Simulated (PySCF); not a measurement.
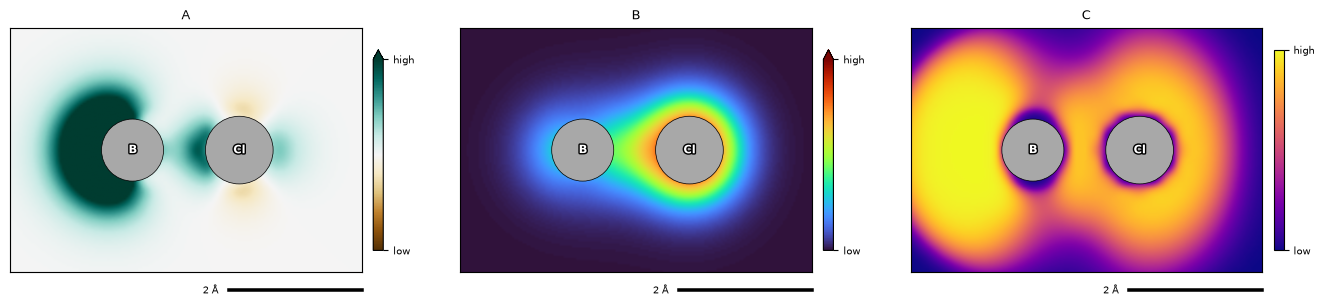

BCl (charge +1, doublet): 3 fields on a plane that holds the molecular axis, with unlabelled colour scales. Grey discs cover the atomic cores.

Theory: PBE0/6-31G(d,p), non-relativistic, at a bond length of 1.606 Å (PySCF).

Q: The panels show electron density, electron localisation function and spin density in some order. Assign them.

A: Panel A: spin density (confined to the atoms that carry the unpaired spin). Panel B: electron density. Panel C: electron localisation function. From the grid: B–Cl (1.61 Å): ρ is about 1.7 e/Å³ halfway; the ELF peaks at about 0.90 between the atoms: a polar covalent bond.
